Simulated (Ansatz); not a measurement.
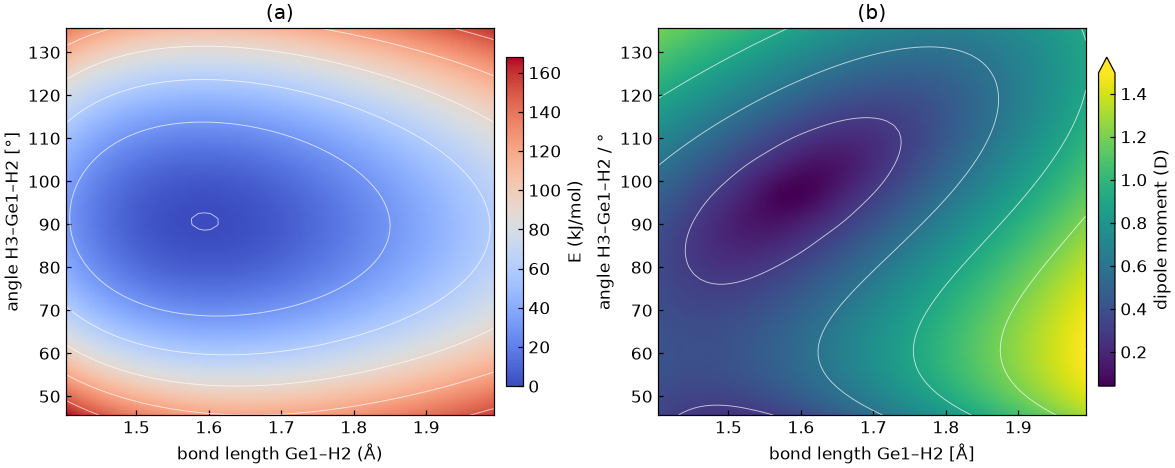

GeH2. First axis: bond length Ge1–H2. Second axis: angle H3–Ge1–H2. Nothing is relaxed (all other coordinates rigid). The grid has 15 × 15 points. Points are written as (first, second). Energies are in kJ/mol, from the lowest grid point. The calculation used Ansatz, RKS PBE0-D4/def2-TZVP.

Panel (a) is the energy; panel (b) is the computed dipole moment, in D.

In the figure: a smooth colour map with a few white contour lines. Between grid points the surface is interpolated.

> How does the dipole moment vary over the map, and what is it at the lowest grid point?

Leaving out the highest fifth of the energies, it runs from 0.06 D at (1.571 Å, 97.1°) to 1.49 D at (1.993 Å, 64.9°). At the lowest grid point, (1.614 Å, 90.6°), it is 0.19 D.
